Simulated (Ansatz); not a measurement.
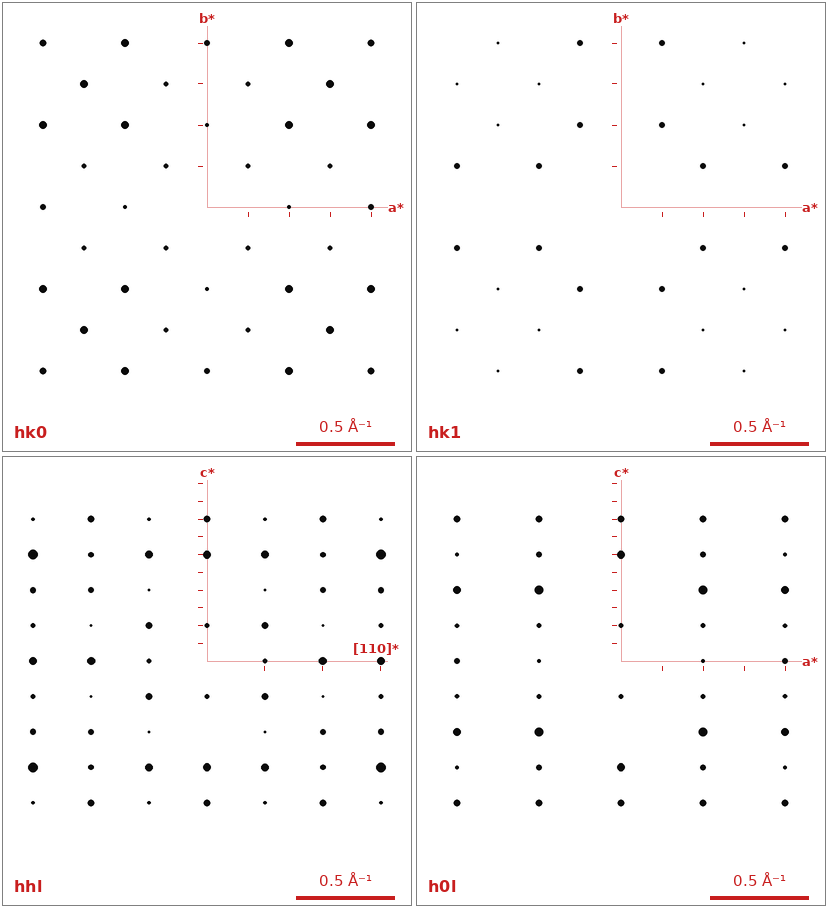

Four undistorted layers of reciprocal space, calculated for a single crystal (neutrons, kinematic |F|², B = 0.5 Å²). Tick marks count the reciprocal lattice steps of the conventional cell along each axis.

The compound is NbNF4. Structure: the geometry relaxed (final pressure about 20 GPa) with DFT, PAW plane waves, r2scan in Ansatz; the starting structure was generated, so it need not be a known form of this composition.

Q: What cell do the layers give?

A: a* = 0.211, b* = 0.211, c* = 0.091 Å⁻¹; the cell is tetragonal with a = 4.75 Å, c = 10.98 Å.

Q: Which reflection conditions do the layers show?

A: Reflections are present only under these conditions. hkl: h + k + l = 2n; hk0: h + k = 2n; h0l: h = 2n, l = 2n; hhl: l = 2n; h00: h = 2n; 00l: l = 2n. The lattice is body-centred (I). A few very weak reflections are below the display threshold.

Q: Which space groups fit?

A: The intensities have Laue symmetry 4/mmm (the hk0 layer shows 4mm, hk1 shows 4mm). With these conditions the candidates are I4cm (No. 108), I-4c2 (No. 120), I4/mcm (No. 140). Diffraction geometry alone does not choose among them; the structure has I4/mcm.
